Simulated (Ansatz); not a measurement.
# Calculations on C3H10SSi

Part 1: Relaxation

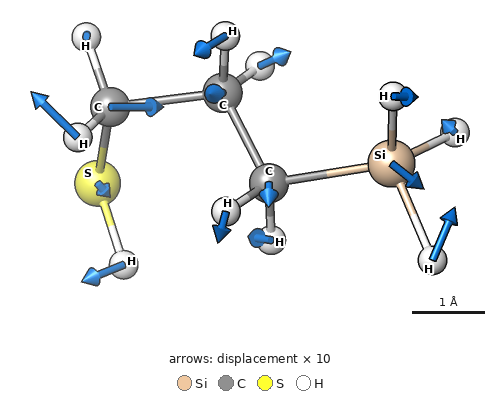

This is a relaxation of C3H10SSi. The starting structure is drawn; blue arrows show the displacements, magnified 10 times. The two geometries are superimposed by the best rigid fit.

Style: ball-and-stick. Shown at a tilt.

The run prepares an end point of a later path (torsion) calculation, from a guessed geometry.

Computed with Ansatz, RKS PBE0-D4/STO-3G.

Input file:
```yaml
crystal:
  periodic: [false, false, false]
  atoms:
    - { symbol: Si, position_ang: [-1.6391, 0.3574, 1.5753] }
    - { symbol: C, position_ang: [-0.2373, 0.5311, 0.3871] }
    - { symbol: C, position_ang: [0.182, -0.7904, -0.2574] }
    - { symbol: C, position_ang: [1.5543, -0.6657, -1.0991] }
    - { symbol: S, position_ang: [1.2317, 0.2708, -2.6384] }
    - { symbol: H, position_ang: [-2.0179, 1.7588, 2.1074] }
    - { symbol: H, position_ang: [-2.8442, -0.1379, 0.8544] }
    - { symbol: H, position_ang: [-1.303, -0.4873, 2.6805] }
    - { symbol: H, position_ang: [-0.5079, 1.264, -0.353] }
    - { symbol: H, position_ang: [0.61, 0.9765, 0.9587] }
    - { symbol: H, position_ang: [0.4119, -1.5149, 0.5779] }
    - { symbol: H, position_ang: [-0.5806, -1.2172, -0.8223] }
    - { symbol: H, position_ang: [2.2429, -0.1911, -0.5373] }
    - { symbol: H, position_ang: [1.7824, -1.6677, -1.3699] }
    - { symbol: H, position_ang: [1.0928, 1.4627, -2.0345] }
basis:
  gaussian: { orbitals: STO-3G }
hamiltonian:
  xc: pbe0
  dispersion: d4
relax:
  f_tol: 0.015
  max_steps: 40
output:
  orbitals: {}
```

Command:
```bash
ansatz run input.yaml --threads 1 --pin off --max-ram 2048MiB --backend cpu --events-out ev --progress --plain --runs-dir out
```

Describe the change and its energy.

Answer. The largest moves after the best rigid fit, 0.094 Å, are those of C4 and H13. Largest moves by element: C 0.094 Å, H 0.093 Å, Si 0.062 Å, S 0.031 Å. Some distances before and after: Si1–H6 1.546 → 1.443 Å, C4–H13 1.007 → 1.102 Å, C3–H12 1.041 → 1.101 Å, C3–C4 1.615 → 1.555 Å. Bond angles that change, for instance: H13–C4–H14 116.1° → 106.9°, C3–C4–S5 109.2° → 115.3°, C3–C4–H14 104.0° → 108.3°. Over 6 geometry steps the energy falls by 68.4 kJ/mol. The largest force component goes from 6.5 to 0.0068 eV/Å.

Limits of the set-up: STO-3G is a minimal basis, so the numbers are rough.

Part 2: Relaxation

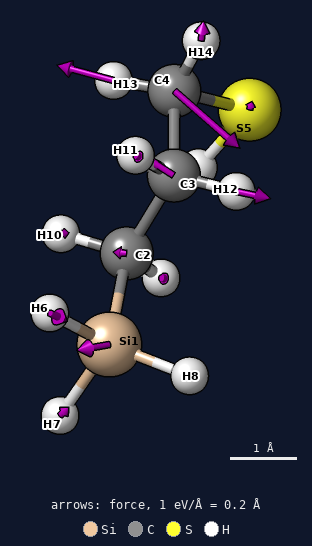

Starting geometry of C$_{3}$H$_{10}$SSi with the computed forces as purple arrows. The picture is a ball-and-stick view, seen from a free direction.

The run prepares an end point of a later path (torsion) calculation, from a guessed geometry.

Computed with RKS PBE0-D4/STO-3G (Ansatz 0.2.0).

The input:
```yaml
crystal:
  periodic: [false, false, false]
  atoms:
    - { symbol: Si, position_ang: [-1.6391, 0.3574, 1.5753] }
    - { symbol: C, position_ang: [-0.2373, 0.5311, 0.3871] }
    - { symbol: C, position_ang: [1.036, 1.08767, 1.02467] }
    - { symbol: C, position_ang: [2.16676, 1.46202, -0.0655] }
    - { symbol: S, position_ang: [2.88151, -0.08074, -0.74339] }
    - { symbol: H, position_ang: [-2.0179, 1.7588, 2.1074] }
    - { symbol: H, position_ang: [-2.8442, -0.1379, 0.8544] }
    - { symbol: H, position_ang: [-1.303, -0.4873, 2.6805] }
    - { symbol: H, position_ang: [-0.06308, -0.42499, -0.07512] }
    - { symbol: H, position_ang: [-0.59422, 1.20151, -0.4291] }
    - { symbol: H, position_ang: [0.76556, 2.06659, 1.51871] }
    - { symbol: H, position_ang: [1.41001, 0.46831, 1.77256] }
    - { symbol: H, position_ang: [1.74673, 2.00718, -0.80131] }
    - { symbol: H, position_ang: [2.92188, 1.94783, 0.50297] }
    - { symbol: H, position_ang: [1.80204, -0.41087, -1.47166] }
basis:
  gaussian: { orbitals: STO-3G }
hamiltonian:
  xc: pbe0
  dispersion: d4
relax:
  f_tol: 0.015
  max_steps: 40
output:
  orbitals: {}
```

Run as
```bash
ansatz run input.yaml --threads 1 --pin off --max-ram 2048MiB --backend cpu --events-out ev --progress --plain --runs-dir out
```

Is this structure relaxed? If not, where do the atoms go?

Answer. It isn't relaxed: the largest force vector, on C4, is 6.91 eV/Å. The final displacements follow the starting forces only in part (cosine between the two patterns 0.40). After 6 geometry steps the energy has fallen by 16.3 kcal/mol. The largest force component goes from 5.5 to 0.0054 eV/Å. The largest move after the best rigid fit is that of H13, 0.11 Å. Largest moves by element: H 0.11 Å, C 0.10 Å, S 0.06 Å, Si 0.05 Å. Among the contacts that change: Si1–H6 1.546 → 1.443 Å, C4–H13 1.007 → 1.102 Å, C3–H12 1.041 → 1.101 Å, C3–C4 1.615 → 1.555 Å. Bond angles that change, for instance: H13–C4–H14 116.1° → 106.9°, C3–C4–S5 109.2° → 115.3°, C3–C4–H14 104.0° → 108.3°. Cost: 27 s on 1 thread of Arm Neoverse V1, on a shared host, peak memory 0.13 GiB.

Limits of the set-up: STO-3G is a minimal basis, so the numbers are rough.

Part 3: Path

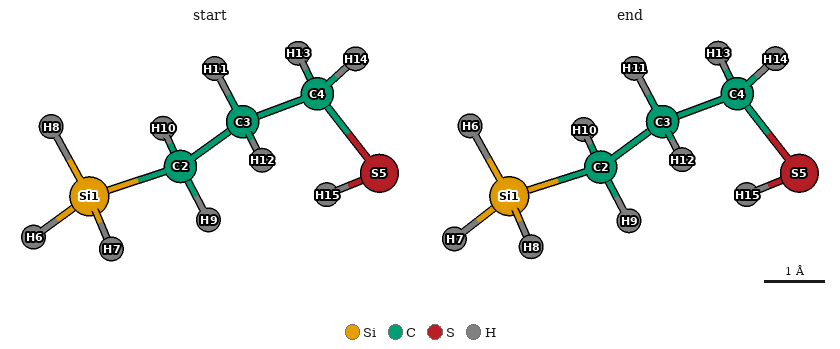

The two relaxed end points of a path for C3H10SSi. Style: ball-and-stick. Shown from a free direction.

The calculation used RKS PBE0-D4/STO-3G in Ansatz.

Run with 5 movable images; climbing image; force threshold 0.05 eV/Å; iteration limit 60.

Start:
```xyz
15

Si   -1.6888    0.3941    1.5716
C    -0.2283    0.5681    0.4081
C     0.2228   -0.7833   -0.1960
C     1.4644   -0.6680   -1.1256
S     1.2097    0.2904   -2.6472
H    -2.0537    1.6829    2.1090
H    -2.8200   -0.1562    0.8649
H    -1.3483   -0.4877    2.6619
H    -0.4913    1.2539   -0.4074
H     0.6178    1.0211    0.9415
H     0.4740   -1.4838    0.6171
H    -0.6074   -1.2325   -0.7633
H     2.3079   -0.2575   -0.5477
H     1.7551   -1.6812   -1.4412
H     1.1642    1.4886   -2.0161
```

End:
```xyz
15

Si   -1.7308    0.3851    1.5271
C    -0.3375    0.5854    0.2879
C     0.3657   -0.7522   -0.0452
C     1.5637   -0.6003   -1.0253
S     1.1339   -0.0295   -2.6951
H    -1.2162   -0.1446    2.7668
H    -2.3540    1.6606    1.7868
H    -2.7240   -0.5249    1.0100
H    -0.7328    1.0214   -0.6386
H     0.4061    1.2929    0.6781
H     0.7452   -1.2097    0.8830
H    -0.3621   -1.4565   -0.4777
H     2.3158    0.0651   -0.5717
H     2.0385   -1.5857   -1.1459
H     0.8664    1.2419   -2.3109
```

### Predict the minimum-energy path and its barrier.

The barrier is about 0.059 eV in both directions, with image 3 at the top; the ends have the same energy. The motion is a rotation about the Si1–C2 bond by about 120°. No bond forms or breaks between the ends. The band converged in 5 iterations, with a climbing image at the top. At the top, the vibrational analysis gives one imaginary mode (126i cm⁻¹), as a transition state must have.

Energies of the converged images:

```csv
image,path (Å),E (eV)
0,0.00,0.000
1,0.72,0.014
2,1.44,0.043
3,2.16,0.059
4,2.87,0.044
5,3.59,0.014
6,4.31,0.000
```

The geometry at the top of the path:

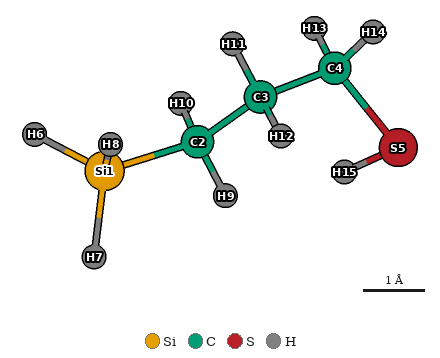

Limits of the set-up: STO-3G is a minimal basis, so the numbers are rough.

The run took 98 s on 1 thread of Arm Neoverse V1, on a shared host, peak memory 0.12 GiB.
